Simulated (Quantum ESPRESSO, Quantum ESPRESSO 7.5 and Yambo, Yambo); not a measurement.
# BiOCl (P4/nmm): G0W0 with Yambo, start to end

How does a plane-wave GW calculation on BiOCl (P4/nmm) run from the first input to the gap?

Main program and level: Quantum ESPRESSO 7.5 and Yambo 5.3.0; PBEsol and many-body steps on it, plane waves.

**Experimental background.**

- Gap 3.44 eV: optical gap from Tauc plot; UV-vis diffuse reflectance; powder (hydrothermal powder) (“Synergistic Piezo-Photocatalysis of BiOCl/NaNbO3 Heterojunction Piezoelectric Composite for High-Efficient Organic Pollutant Degradation”, 2022, pmc:8839476).

- Gap 3.36 eV: optical gap from Kubelka-Munk/Tauc analysis; UV-vis diffuse reflectance; powder (solvothermal hierarchical microspheres made without additive) (“Hydrothermal Crystallization of Bismuth Oxychlorides (BiOCl) Using Different Shape Control Reagents”, 2021, pmc:8123882).

This is a report of a sequence of runs, with most program output left out.

## 1. The starting structure

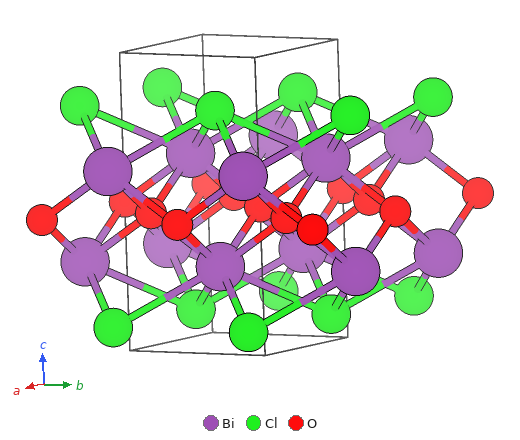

Start, viewed slightly off an axis; bismuth purple, chlorine green, oxygen red. 2×2×1 cells are drawn. Some periodic images of atoms are drawn too.

The cell and positions come from the Crystallography Open Database and are kept as given unless a step says otherwise.

## 2. Ground state

This step: Quantum ESPRESSO 7.5; DFT, PBEsol with spin-orbit coupling, plane waves, norm-conserving pseudopotentials.

The ground-state density comes first.

Contents of pw.in:

```
&control
  calculation = 'scf'
  prefix = 'x'
  outdir = 'o'
  pseudo_dir = 'pseudo'
/
&system
  ibrav = 0
  nat = 6
  ntyp = 3
  ecutwfc = 76.0
  nbnd = 86
  force_symmorphic = .true.
  noncolin = .true.
  lspinorb = .true.
/
&electrons
  conv_thr = 1e-10
  electron_maxstep = 80
  mixing_beta = 0.5
/
ATOMIC_SPECIES
  Bi 208.98 Bi.upf
  Cl 35.45 Cl.upf
  O 15.999 O.upf
CELL_PARAMETERS angstrom
  3.8855100000 0.0000000000 0.0000000000
  0.0000000000 3.8855100000 0.0000000000
  0.0000000000 0.0000000000 7.3489000000
ATOMIC_POSITIONS crystal
  Bi 0.5000000000 0.0000000000 0.3290400000
  Bi 0.0000000000 0.5000000000 0.6709600000
  Cl 0.0000000000 0.5000000000 0.1472000000
  Cl 0.5000000000 0.0000000000 0.8528000000
  O 0.0000000000 0.0000000000 0.5000000000
  O 0.5000000000 0.5000000000 0.5000000000
K_POINTS automatic
  6 6 4 0 0 0
```

The run is started by

```
> OMP_NUM_THREADS=1 mpirun -n 16 pw.x -nk 8 -in pw.in > pw.out
```

The job ended after 3.5 min (16 MPI ranks of Arm Neoverse V1, shared host; peak memory 2.9 GiB; 47 min of CPU time).

This step gave:

* total energy: -14437.5092 eV
* gap: 2.297 eV
* k of the valence top: 0, 0.3333, -0.5
* k of the conduction bottom: 0, 0, -0.5
* least direct gap: 2.609 eV

The gap is indirect, with the least direct gap 0.31 eV higher.

## 3. Bands along the symmetry lines

Levels along a band path, at the cheap level, show where the edges lie and whether the meshes to come will hold them.

Contents of pw.in:

```
&control
  calculation = 'bands'
  prefix = 'x'
  outdir = 'o'
  pseudo_dir = 'pseudo'
/
&system
  ibrav = 0
  nat = 6
  ntyp = 3
  ecutwfc = 76.0
  nbnd = 84
  force_symmorphic = .true.
  noncolin = .true.
  lspinorb = .true.
/
&electrons
  conv_thr = 1e-9
  electron_maxstep = 80
  diago_full_acc = .true.
  diago_thr_init = 5e-6
/
ATOMIC_SPECIES
  Bi 208.98 Bi.upf
  Cl 35.45 Cl.upf
  O 15.999 O.upf
CELL_PARAMETERS angstrom
  3.8855100000 0.0000000000 0.0000000000
  0.0000000000 3.8855100000 0.0000000000
  0.0000000000 0.0000000000 7.3489000000
ATOMIC_POSITIONS crystal
  Bi 0.5000000000 0.0000000000 0.3290400000
  Bi 0.0000000000 0.5000000000 0.6709600000
  Cl 0.0000000000 0.5000000000 0.1472000000
  Cl 0.5000000000 0.0000000000 0.8528000000
  O 0.0000000000 0.0000000000 0.5000000000
  O 0.5000000000 0.5000000000 0.5000000000
K_POINTS crystal
  75
  0.00000000 0.00000000 0.00000000 1
  0.00000000 0.06250000 0.00000000 1
  0.00000000 0.12500000 0.00000000 1
  0.00000000 0.18750000 0.00000000 1
  0.00000000 0.25000000 0.00000000 1
  0.00000000 0.31250000 0.00000000 1
  0.00000000 0.37500000 0.00000000 1
  0.00000000 0.43750000 0.00000000 1
  0.00000000 0.50000000 0.00000000 1
  0.06250000 0.50000000 0.00000000 1
  0.12500000 0.50000000 0.00000000 1
  0.18750000 0.50000000 0.00000000 1
  0.25000000 0.50000000 0.00000000 1
  0.31250000 0.50000000 0.00000000 1
  0.37500000 0.50000000 0.00000000 1
  0.43750000 0.50000000 0.00000000 1
  0.50000000 0.50000000 0.00000000 1
  0.43750000 0.43750000 0.00000000 1
  0.37500000 0.37500000 0.00000000 1
  0.31250000 0.31250000 0.00000000 1
  0.25000000 0.25000000 0.00000000 1
  0.18750000 0.18750000 0.00000000 1
  0.12500000 0.12500000 0.00000000 1
  0.06250000 0.06250000 0.00000000 1
  0.00000000 0.00000000 0.00000000 1
  0.00000000 0.00000000 0.06250000 1
  0.00000000 0.00000000 0.12500000 1
  0.00000000 0.00000000 0.18750000 1
  0.00000000 0.00000000 0.25000000 1
  0.00000000 0.00000000 0.31250000 1
  0.00000000 0.00000000 0.37500000 1
  0.00000000 0.00000000 0.43750000 1
  0.00000000 0.00000000 0.50000000 1
  0.00000000 0.06250000 0.50000000 1
  0.00000000 0.12500000 0.50000000 1
  0.00000000 0.18750000 0.50000000 1
  0.00000000 0.25000000 0.50000000 1
  0.00000000 0.31250000 0.50000000 1
  0.00000000 0.37500000 0.50000000 1
  0.00000000 0.43750000 0.50000000 1
  0.00000000 0.50000000 0.50000000 1
  0.06250000 0.50000000 0.50000000 1
  0.12500000 0.50000000 0.50000000 1
  0.18750000 0.50000000 0.50000000 1
  0.25000000 0.50000000 0.50000000 1
  0.31250000 0.50000000 0.50000000 1
  0.37500000 0.50000000 0.50000000 1
  0.43750000 0.50000000 0.50000000 1
  0.50000000 0.50000000 0.50000000 1
  0.43750000 0.43750000 0.50000000 1
  0.37500000 0.37500000 0.50000000 1
  0.31250000 0.31250000 0.50000000 1
  0.25000000 0.25000000 0.50000000 1
  0.18750000 0.18750000 0.50000000 1
  0.12500000 0.12500000 0.50000000 1
  0.06250000 0.06250000 0.50000000 1
  0.00000000 0.00000000 0.50000000 1
  0.00000000 0.50000000 0.00000000 1
  0.00000000 0.50000000 0.06250000 1
  0.00000000 0.50000000 0.12500000 1
  0.00000000 0.50000000 0.18750000 1
  0.00000000 0.50000000 0.25000000 1
  0.00000000 0.50000000 0.31250000 1
  0.00000000 0.50000000 0.37500000 1
  0.00000000 0.50000000 0.43750000 1
  0.00000000 0.50000000 0.50000000 1
  0.50000000 0.50000000 0.00000000 1
  0.50000000 0.50000000 0.06250000 1
  0.50000000 0.50000000 0.12500000 1
  0.50000000 0.50000000 0.18750000 1
  0.50000000 0.50000000 0.25000000 1
  0.50000000 0.50000000 0.31250000 1
  0.50000000 0.50000000 0.37500000 1
  0.50000000 0.50000000 0.43750000 1
  0.50000000 0.50000000 0.50000000 1
```

The run is started by

```
> OMP_NUM_THREADS=1 mpirun -n 16 pw.x -nk 16 -in pw.in > pw.out
```

Wall time 68 s (16 MPI ranks); peak memory 3.4 GiB; 16 min of CPU time.

Numbers from this step:

```yaml
gap: 2.249 eV
k_of_the_valence_top: 0, 0.4375, 0.5
k_of_the_conduction_bottom: 0, 0, 0.5
least_direct_gap: 2.609 eV
```

The gap is 2.249 eV, −0.048 eV from the run before at this level.

The electronic bands at the labelled points (eV, zero at the top of the highest filled band):

| point | band 69 | band 70 | band 71 | band 72 | band 73 | band 74 | band 75 | band 76 |
| --- | --- | --- | --- | --- | --- | --- | --- | --- |
| Γ | -0.95 | -0.95 | -0.78 | -0.78 | 2.69 | 2.69 | 2.97 | 2.97 |
| X | -0.09 | -0.09 | -0.09 | -0.09 | 3.69 | 3.69 | 3.69 | 3.69 |
| M | -0.72 | -0.72 | -0.72 | -0.72 | 3.58 | 3.58 | 3.58 | 3.58 |
| Γ | -0.95 | -0.95 | -0.78 | -0.78 | 2.69 | 2.69 | 2.97 | 2.97 |
| Z | -0.44 | -0.44 | -0.36 | -0.36 | 2.25 | 2.25 | 2.37 | 2.37 |
| R | -0.08 | -0.08 | -0.08 | -0.08 | 3.59 | 3.59 | 3.59 | 3.59 |
| A | -0.77 | -0.77 | -0.77 | -0.77 | 3.93 | 3.93 | 3.93 | 3.93 |
| Z | -0.44 | -0.44 | -0.36 | -0.36 | 2.25 | 2.25 | 2.37 | 2.37 |
| jump to X | -0.09 | -0.09 | -0.09 | -0.09 | 3.69 | 3.69 | 3.69 | 3.69 |
| R | -0.08 | -0.08 | -0.08 | -0.08 | 3.59 | 3.59 | 3.59 | 3.59 |
| jump to M | -0.72 | -0.72 | -0.72 | -0.72 | 3.58 | 3.58 | 3.58 | 3.58 |
| A | -0.77 | -0.77 | -0.77 | -0.77 | 3.93 | 3.93 | 3.93 | 3.93 |

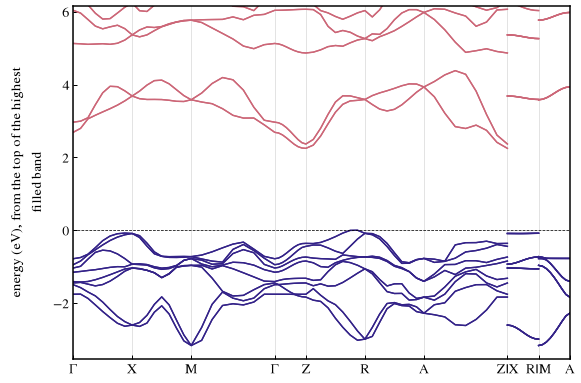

Electronic bands along the path; lines of filled and empty bands in two colours.

## 4. Empty states on the mesh, 4×4×2 mesh, 224 bands

The sums over transitions need many empty states on a uniform mesh; this step solves for them.

Contents of pw.in:

```
&control
  calculation = 'nscf'
  prefix = 'x'
  outdir = 'o'
  pseudo_dir = 'pseudo'
/
&system
  ibrav = 0
  nat = 6
  ntyp = 3
  ecutwfc = 76.0
  nbnd = 224
  force_symmorphic = .true.
  noncolin = .true.
  lspinorb = .true.
/
&electrons
  conv_thr = 1e-9
  electron_maxstep = 80
  diago_full_acc = .true.
  diago_thr_init = 5e-6
/
ATOMIC_SPECIES
  Bi 208.98 Bi.upf
  Cl 35.45 Cl.upf
  O 15.999 O.upf
CELL_PARAMETERS angstrom
  3.8855100000 0.0000000000 0.0000000000
  0.0000000000 3.8855100000 0.0000000000
  0.0000000000 0.0000000000 7.3489000000
ATOMIC_POSITIONS crystal
  Bi 0.5000000000 0.0000000000 0.3290400000
  Bi 0.0000000000 0.5000000000 0.6709600000
  Cl 0.0000000000 0.5000000000 0.1472000000
  Cl 0.5000000000 0.0000000000 0.8528000000
  O 0.0000000000 0.0000000000 0.5000000000
  O 0.5000000000 0.5000000000 0.5000000000
K_POINTS automatic
  4 4 2 0 0 0
```

The run is started by

```
> OMP_NUM_THREADS=1 mpirun -n 16 pw.x -nk 4 -in pw.in > pw.out
```

It took 81 s on 16 MPI ranks; peak memory 2.3 GiB.

This step gave:

- gap: 2.333 eV
- k of the valence top: 0, -0.5, -0.5
- k of the conduction bottom: 0, 0, -0.5
- least direct gap: 2.609 eV
- k points computed: 12
- lowest point of the top converged band, above the valence top: 37.41 eV

On this mesh the gap is 2.333 eV. The earlier step found 2.297 eV, so this mesh misses an edge.

## 5. Conversion and set-up

This step: Yambo 5.3.0; conversion and set-up on PBEsol with spin-orbit coupling, plane waves, norm-conserving pseudopotentials.

The states are converted to the many-body program's format and the q mesh is built.

The run is started by

```
> (cd o/x.save; p2y > p2y.log; mv SAVE ../..); yambo > setup.log
```

Run time: 5 s. Hardware: 1 MPI rank; peak memory 0.25 GiB.

## 6. Screening and self-energy, 4×4×2 mesh, 224 bands, screening to 88.4 eV

G0W0 replaces the xc potential by the self-energy, built once from these orbitals. Only a window of levels is corrected, while the sums run over the empty bands that the input names.

This step: G0W0 on PBEsol with spin-orbit coupling, plane waves, norm-conserving pseudopotentials.

Contents of gw1.in:

```
HF_and_locXC
gw0
dyson
ppa
em1d
rim_cut
RandQpts= 1000000
RandGvec= 1 RL
EXXRLvcs= 76 Ry
VXCRLvcs= 304 Ry
Chimod= "HARTREE"
% BndsRnXp
 1 | 224 |
%
NGsBlkXp= 6.5 Ry
% LongDrXp
 1 | 1 | 1 |
%
% GbndRnge
 1 | 224 |
%
DysSolver= "n"
ExtendOut
PPAPntXp= 27.21138 eV
% QPkrange
 6 | 6 | 69 | 76 |
 2 | 2 | 69 | 76 |
 1 | 1 | 69 | 76 |
%
```

The run is started by

```
> OMP_NUM_THREADS=1 mpirun -n 16 yambo -F gw1.in -J gw1 -C gw1 > gw1.log
```

Wall time 6.2 min (16 MPI ranks); peak memory 37 GiB; 86 min of CPU time.

This step gave:

```yaml
g0w0_gap_on_the_points_computed: 3.389 eV
starting_gap_on_the_mesh: 2.333 eV
k_of_the_valence_top: 0, -0.5, -0.5
k_of_the_conduction_bottom: 0, 0, -0.5
least_direct_g0w0_gap_on_the_computed_points: 3.492 eV
z_at_the_valence_top: 0.7936
z_at_the_conduction_bottom: 0.8304
```

The gap on the mesh goes from 2.33 eV to 3.39 eV, a correction of +1.06 eV. The start differs from the 2.30 eV found before because the two sample other k points.

Limits: finite bands, cutoff and mesh; coarse k mesh. v1 is the top filled band, c1 the lowest empty one. Levels before and after the correction, in eV, zero at the valence-band top of each column:

|  | conduction bottom | valence top |
| --- | --- | --- |
| Kohn-Sham | 2.33 | 0.00 |
| G0W0 | 3.39 | 0.00 |

|  | level | energy (eV) |
| --- | --- | --- |
| Kohn-Sham | (0 0 -0.5) v3 | -0.358 |
| Kohn-Sham | (0 0 -0.5) v2-v1 | -0.276 |
| Kohn-Sham | (0 0 -0.5) c1-c2 | 2.333 |
| Kohn-Sham | (0 0 -0.5) c3 | 2.452 |
| Kohn-Sham | (0 -0.5 -0.5) v3-v1 | 0.000 |
| Kohn-Sham | (0 -0.5 -0.5) c1-c3 | 3.675 |
| G0W0 | (0 0 -0.5) v3 | -0.103 |
| G0W0 | (0 0 -0.5) v2-v1 | -0.640 |
| G0W0 | (0 0 -0.5) c1-c2 | 3.389 |
| G0W0 | (0 0 -0.5) c3 | 3.681 |
| G0W0 | (0 -0.5 -0.5) v3-v1 | 0.000 |
| G0W0 | (0 -0.5 -0.5) c1-c3 | 5.055 |

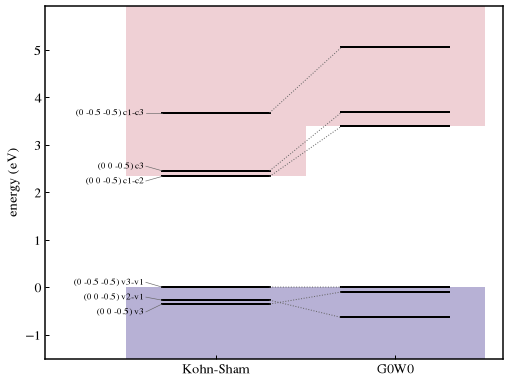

Levels before and after the correction. Shaded: valence and conduction bands.

## 7. Where the time went

Times are wall times on the hardware named with each run. The host was busy with other work, so they are no guide to cost.

| step | time | share | memory (GiB) |
| --- | --- | --- | --- |
| ground state | 3.5 min | 29 % | 2.9 |
| bands along the symmetry lines | 68 s | 9 % | 3.4 |
| empty states on the mesh | 81 s | 11 % | 2.3 |
| conversion and set-up | 5 s | 1 % | 0.25 |
| screening and self-energy | 6.2 min | 50 % | 37 |

## 8. Summary of results

```
PBEsol gap                           : 2.25 eV, indirect
G0W0 gap on the mesh                 : 3.39 eV
G0W0 gap over the zone (rigid shift) : 3.30 eV
GW settings                          : 4×4×2 mesh, 224 bands, screening to 88.4 eV, Godby-Needs plasmon pole
known limits                         : not at the basis limit; coarse k mesh
```

In words: G0W0 moves the gap on the mesh from 2.33 eV to 3.39 eV (+1.06 eV), with Z of 0.79 and 0.83 at the edges. The mesh misses the band edges by 0.08 eV in all; a rigid shift gives 3.30 eV for the zone. Only 3 of the mesh's irreducible points were corrected, so a valley elsewhere could overtake. The dearest step here is «screening and self-energy». Against experiment, by G0W0@PBEsol: the gap of 3.30 eV lies −0.14 eV from the measured 3.44 eV (optical, 2022); the gap of 3.30 eV lies −0.06 eV from the measured 3.36 eV (optical, 2021). An exciton line or allowed optical edge lies below the quasiparticle gap by the binding energy; a forbidden edge can push the onset above it. The calculation has static nuclei and no excitons; a measured gap holds zero-point and thermal motion, which mostly lowers it. Bands and cutoff are finite, so the gap is not at the basis limit. The miss can reach some tenths of an eV and take either sign; the mesh is an error of its own. In the G0W0 run levels were corrected at 3 k points alone, so a gap called «on the mesh» is the least over those, and an edge elsewhere would be missed. A denser mesh or path gives a starting gap of 2.25 eV: the GW mesh misses a band edge, so its gaps are not the fundamental one. The 4×4×2 mesh is coarse for this cell, which bears on the long-range parts of exchange and screening.

[Paths, hosts, dates, memory and timing lines, banners, echoed tables and standing remarks are left out of the program output.]

[Logs are printed without paths, hosts, clocks, repeated set-up lines and the standing remarks that a program may print on its own settings, such as how far it seeks lower states.]

[Runs of the session that timed out or met a known fault of the program may be left out.]

[Hosts, paths, dates, database ids (printed as entryN), source tags and the programs' standing remarks are cut or masked in the printed files.]
